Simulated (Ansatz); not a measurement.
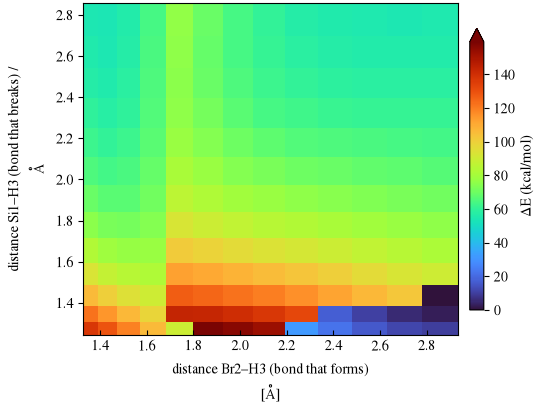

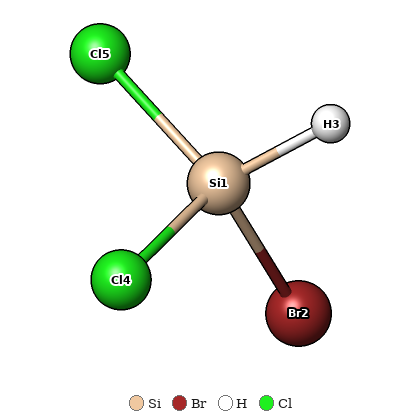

Energy landscape of the reacting system BrCl₂HSi (fragments BrCl₂HSi where the first distance is long, Cl₂Si + BrH where the second is long). First axis: distance Br2–H3 (bond that forms). Second axis: distance Si1–H3 (bond that breaks). Relaxed at each point: all other coordinates. The scan uses a 13 × 13 grid. Points are written as (first, second). All energies are given in kcal/mol relative to the lowest grid point. Energies and slopes of some neighbouring points disagree (a jump in structure or state, or too coarse a mesh). The reference is spin-restricted, so regions where a bond is pulled apart into radicals lie too high. These are results of RHF/def2-SVP (Ansatz 0.2.0), not measurements.

The picture shows one coloured cell a grid point, one colour for all values above the top of the scale. The second picture is the structure at the lowest point.

> Summarise what can be read from the map.

The lowest grid point is at (2.859 Å, 1.438 Å). It lies at the edge of the scanned range, so the true minimum may lie outside. The highest grid point, (1.861 Å, 1.278 Å), lies 159 kcal/mol above the lowest.

Grid values (kcal/mol):

```tsv
second ↓, first →	1.359	1.426	1.519	1.624	1.739	1.861	1.990	2.124	2.263	2.406	2.553	2.704	2.859
2.778	55	54	57	64	76	69	64	60	57	56	55	55	55
2.623	56	54	57	64	76	69	64	61	58	57	56	56	56
2.472	57	56	58	65	75	70	65	62	60	59	58	58	58
2.325	59	58	60	66	76	71	67	64	62	61	61	61	61
2.182	62	60	62	67	78	74	70	67	66	65	64	64	63
2.043	65	63	64	69	81	77	74	72	70	69	68	68	67
1.909	70	67	67	71	86	83	80	77	76	75	73	72	71
1.780	75	72	71	74	92	90	87	85	83	81	79	77	76
1.658	83	79	77	77	101	99	96	94	92	89	87	84	82
1.543	93	88	84	83	112	110	108	105	103	100	96	93	90
1.438	106	100	94	90	127	125	123	120	116	112	107	102	0
1.345	122	115	107	98	144	143	140	137	132	17	10	6	3
1.278	138	129	119	106	89	159	157	153	31	22	16	11	10
```

The input of one point:

```yaml
crystal:
  periodic: [false, false, false]
  atoms:
    - { symbol: Si, position_ang: [0.339172, 0.338112, -0.614839] }
    - { symbol: Br, position_ang: [-0.054859, -1.781427, -1.113687] }
    - { symbol: H, position_ang: [0.779933, 0.220527, 0.748886] }
    - { symbol: Cl, position_ang: [0.355971, -0.099506, 2.045171] }
    - { symbol: Cl, position_ang: [-1.420216, 1.322196, -1.06553] }
basis:
  gaussian: { orbitals: def2-SVP }
hamiltonian:
  xc: hf
output:
  forces: true
relax:
  f_tol: 0.02
  max_steps: 50
  escape_saddle: false
  constraints: [{ distance: [1, 2] }, { distance: [0, 2] }]
scf:
  lower_state_search: "off"
```

Each point was launched as `ansatz run input.yaml --threads 1 --pin off --max-ram 2560MiB --backend cpu --events-out ev --progress --plain --runs-dir out`. Time for the 169 points that were run: 32 min on 1 thread of Arm Neoverse V1, with other jobs on the host.
